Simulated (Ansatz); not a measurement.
# One shape, several levels: singlet CH2NOSi−

We compute a comparison of 6 runs (HF/STO-3G, HF/6-311+G**, B3LYP/6-31G*, BLYP/6-311+G**, SVWN5/6-311+G**, MP2/6-311+G**) of singlet CH2NOSi−. 

Program for the calculation: Ansatz 0.2.0.

93 further runs of the same task are left out: 93 set aside as unsound or not needed.

### 1 Starting point

CH2NOSi−: 6 atoms, total charge -1, spin state singlet. As SMILES of the parent species, `O=C=N[SiH2]`. The coordinates come from a PBE0-D4/def2-TZVP relaxation. This is one conformer, not always the lowest. That shape belongs to the parent species and isn't relaxed for this state.

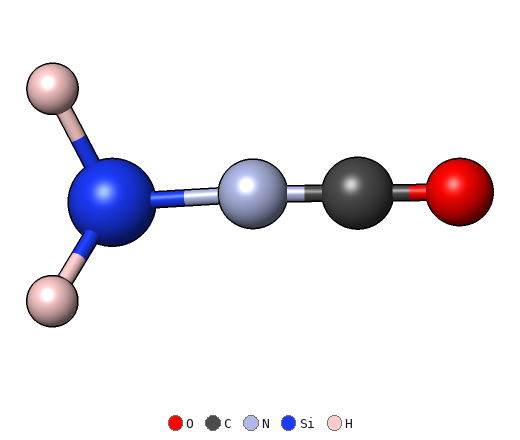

Viewed from a chosen angle; oxygen red, carbon dark grey, nitrogen light blue, silicon blue, hydrogen pink.

### 2 A single-point energy at HF/STO-3G (run 1)

Contents of run.yaml:

```yaml
crystal:
  periodic: [false, false, false]
  atoms:
    - {symbol: O, position_ang: [1.089700, -2.025700, 1.610400]}
    - {symbol: C, position_ang: [0.648500, -1.177800, 0.945400]}
    - {symbol: "N", position_ang: [0.216300, -0.284900, 0.279200]}
    - {symbol: Si, position_ang: [-0.683300, 0.591600, -0.875300]}
    - {symbol: H, position_ang: [0.261300, 1.214200, -1.839100]}
    - {symbol: H, position_ang: [-1.490500, 1.618700, -0.166800]}
basis:
  gaussian: {orbitals: STO-3G}
hamiltonian: {xc: hf}
accuracy: high
total_charge: -1
output: {orbitals: {seedname: orbitals}}
```

Command:

```
$ ansatz run run.yaml --threads 1 --pin off --max-ram 3480MiB --events-out events.jsonl --progress --plain --runs-dir runs
```

Output:

```text
Warning: RAYON_NUM_THREADS=1 ignored (pool sized by the plan → 1); use --threads N
Functional definition: HF
  name "HF"
  exchange = exact_x
  correlation = 0
479 factors; integrals over basis functions are off by at most 2.7e-8 eV
mean field evaluation 1: about -12283.6845 eV, gradient 3.0e1 eV
mean field evaluation 2: about -12283.7632 eV, gradient 3.0e1 eV
mean field evaluation 4: about -12286.4853 eV, gradient 1.9e0 eV
mean field evaluation 8: about -12286.5118 eV, gradient 5.6e-4 eV
mean field -12286.50918478 eV, -451.5208844455 hartree, gradient 2.9e-8 eV, S^2 0.000000; 0 other end points of the search recorded, 0 dependent functions left out
reference -12286.50918478 eV, -451.5208844455 hartree; 19, 19 occupied and 7, 7 virtual orbitals, 479 factors
Total energy: -12286.50918478 eV, -451.5208844455 hartree
```

It took 0.2 s on 1 thread of Arm Neoverse V1, shared host.

### 3 The energy at HF/6-311+G(d,p) (run 2)

Contents of job.yaml:

```yaml
crystal:
  periodic: [false, false, false]
  atoms:
    - {symbol: O, position_ang: [1.089700, -2.025700, 1.610400]}
    - {symbol: C, position_ang: [0.648500, -1.177800, 0.945400]}
    - {symbol: "N", position_ang: [0.216300, -0.284900, 0.279200]}
    - {symbol: Si, position_ang: [-0.683300, 0.591600, -0.875300]}
    - {symbol: H, position_ang: [0.261300, 1.214200, -1.839100]}
    - {symbol: H, position_ang: [-1.490500, 1.618700, -0.166800]}
basis:
  gaussian: {orbitals: 6-311+G_st__st_-spherical.json}
total_charge: -1
hamiltonian: {xc: hf}
accuracy: high
output: {orbitals: {seedname: orbitals}}
```

The basis set 6-311+G** is read from a file made from the Basis Set Exchange's data (not shown).

Command:

```
$ ansatz run job.yaml --threads 1 --pin off --max-ram 3480MiB --events-out events.jsonl --progress --plain --runs-dir runs
```

Output:

```text
Warning: RAYON_NUM_THREADS=1 ignored (pool sized by the plan → 1); use --threads N
[... 4 set-up lines as earlier in the session ...]
1828 factors; integrals over basis functions are off by at most 6.0e-9 eV
mean field evaluation 1: about -12442.0745 eV, gradient 3.1e1 eV
mean field evaluation 2: about -12442.1593 eV, gradient 3.1e1 eV
mean field evaluation 4: about -12444.6848 eV, gradient 3.9e0 eV
mean field evaluation 8: about -12444.7439 eV, gradient 4.5e-1 eV
mean field evaluation 16: about -12444.7459 eV, gradient 7.1e-9 eV
mean field -12444.74589164 eV, -457.3359761659 hartree, gradient 2.8e-8 eV, S^2 0.000000; 0 other end points of the search recorded, 0 dependent functions left out
reference -12444.74589164 eV, -457.3359761659 hartree; 19, 19 occupied and 89, 89 virtual orbitals, 1828 factors
Total energy: -12444.74589164 eV, -457.3359761659 hartree
```

It took 3.6 s on 1 thread of Arm Neoverse V1, shared host; peak memory 0.26 GiB.

Runs 3 to 4 aren't shown in full; the table further down has their settings and results.

### 4 The energy at SVWN5/6-311+G(d,p) (run 5)

Contents of input.yaml:

```yaml
crystal:
  periodic: [false, false, false]
  atoms:
    - {symbol: O, position_ang: [1.089700, -2.025700, 1.610400]}
    - {symbol: C, position_ang: [0.648500, -1.177800, 0.945400]}
    - {symbol: "N", position_ang: [0.216300, -0.284900, 0.279200]}
    - {symbol: Si, position_ang: [-0.683300, 0.591600, -0.875300]}
    - {symbol: H, position_ang: [0.261300, 1.214200, -1.839100]}
    - {symbol: H, position_ang: [-1.490500, 1.618700, -0.166800]}
basis:
  gaussian:
    orbitals: 6-311+G_st__st_-spherical.json
accuracy: high
output: {orbitals: {seedname: orbitals}}
hamiltonian:
  xc: {name: SVWN5}
total_charge: -1
```

The basis set 6-311+G** is read from a file made from the Basis Set Exchange's data (not shown).

Command:

```
$ ansatz run input.yaml --threads 1 --pin off --max-ram 3480MiB --events-out events.jsonl --progress --plain --runs-dir runs
```

Output:

```text
Warning: RAYON_NUM_THREADS=1 ignored (pool sized by the plan → 1); use --threads N
Functional definition: SVWN5
  name "SVWN5"
  exchange = slater_x
  correlation = vwn5_c
1828 factors; integrals over basis functions are off by at most 6.0e-9 eV
mean field evaluation 1: about -12414.2428 eV, gradient 4.6e1 eV
mean field evaluation 2: about -12361.7448 eV, gradient 1.4e2 eV
mean field evaluation 4: about -12418.7908 eV, gradient 1.5e1 eV
mean field evaluation 8: about -12419.1588 eV, gradient 5.1e-1 eV
mean field evaluation 16: about -12419.1584 eV, gradient 4.5e-5 eV
mean field -12419.15839356 eV, -456.3956529555 hartree, gradient 9.1e-8 eV, S^2 0.000000; 0 other end points of the search recorded, 0 dependent functions left out
reference -12419.15839744 eV, -456.3956530980 hartree; 19, 19 occupied and 89, 89 virtual orbitals, 1828 factors
Total energy: -12419.15839744 eV, -456.3956530980 hartree
```

It took 4.5 s on 1 thread of Arm Neoverse V1, shared host; peak memory 0.24 GiB.

### 5 A single-point energy at MP2/6-311+G(d,p) (run 6)

Contents of input.yaml:

```yaml
crystal:
  periodic: [false, false, false]
  atoms:
    - {symbol: O, position_ang: [1.089700, -2.025700, 1.610400]}
    - {symbol: C, position_ang: [0.648500, -1.177800, 0.945400]}
    - {symbol: N, position_ang: [0.216300, -0.284900, 0.279200]}
    - {symbol: Si, position_ang: [-0.683300, 0.591600, -0.875300]}
    - {symbol: H, position_ang: [0.261300, 1.214200, -1.839100]}
    - {symbol: H, position_ang: [-1.490500, 1.618700, -0.166800]}
basis:
  gaussian: {orbitals: 6-311+G_st__st_-spherical.json}
total_charge: -1
correlation: {method: mp2, frozen_orbitals: {C: 1, H: 0, "N": 1, O: 1, Si: 5}}
accuracy: high
```

The basis set 6-311+G** is read from a file made from the Basis Set Exchange's data (not shown).

Command:

```
$ ansatz run input.yaml --threads 1 --pin off --max-ram 3480MiB --events-out events.jsonl --progress --plain --runs-dir runs
```

Output:

```text
Warning: RAYON_NUM_THREADS=1 ignored (pool sized by the plan → 1); use --threads N
[... 4 set-up lines as earlier in the session ...]
1828 factors; integrals over basis functions are off by at most 6.0e-9 eV
mean field evaluation 1: about -12442.0745 eV, gradient 3.1e1 eV
mean field evaluation 2: about -12442.1593 eV, gradient 3.1e1 eV
mean field evaluation 4: about -12444.6848 eV, gradient 3.9e0 eV
mean field evaluation 8: about -12444.7439 eV, gradient 4.5e-1 eV
mean field evaluation 16: about -12444.7459 eV, gradient 7.1e-9 eV
mean field -12444.74589164 eV, -457.3359761659 hartree, gradient 2.8e-8 eV, S^2 0.000000; 0 other end points of the search recorded, 0 dependent functions left out
8 core orbitals not correlated: weight in the atoms' cores, before any rotation towards them, 1.000 or more for the frozen orbitals, at most 0.000 for the correlated occupied ones
reference -12444.74589164 eV, -457.3359761659 hartree; 11, 11 occupied and 89, 89 virtual orbitals, 1828 factors
second order -16.26051839 eV of doubles, -0.00000000 eV of singles
Total energy: -12461.00641002 eV, -457.9335391949 hartree
```

It took 4.8 s on 1 thread of Arm Neoverse V1, shared host; peak memory 0.26 GiB.

### 6 Overview of the runs

| run | level | frozen core orbitals | energy (Eh) | HOMO energy (eV) | LUMO energy (eV) | HOMO–LUMO gap (eV) | wall time |
| --- | --- | --- | --- | --- | --- | --- | --- |
| 1 | HF/STO-3G | – | -451.520884 | 3.97 | 16.68 | 12.71 | 0.2 s |
| 2 | HF/6-311+G** | – | -457.335976 | -1.13 | 4.92 | 6.06 | 3.6 s |
| 3 | B3LYP/6-31G* (spherical functions) | – | -458.784130 | 1.48 | 6.08 | 4.60 | 4.8 s |
| 4 | BLYP/6-311+G** | – | -458.834794 | 1.46 | 3.14 | 1.68 | 6.9 s |
| 5 | SVWN5/6-311+G** | – | -456.395653 | 1.23 | 3.11 | 1.89 | 4.5 s |
| 6 | MP2/6-311+G** | 8 | -457.933539 | – | – | – | 4.8 s |

### 7 Summary of results

| quantity | value |
| --- | --- |
| run 6: total energy | -457.93354 Eh |
| run 6: correlation energy (8 core orbitals frozen) | -597.6 mEh |

**Reading.** Over runs 1, 2, 3, 4, 5 the HOMO–LUMO gap runs from 1.68 eV (BLYP/6-311+G**) to 12.71 eV (HF/STO-3G). The two ends differ in method and basis. The empty levels of an anion lie above zero and hang on the basis. Totals of different functionals can't be ranked against each other. In runs 1, 3, 4, 5 the HOMO lies above zero, so the outermost electron may be held by the basis alone. In run 1 the basis is minimal, so the values are rough. All runs together took 25 s, the longest 6.9 s.
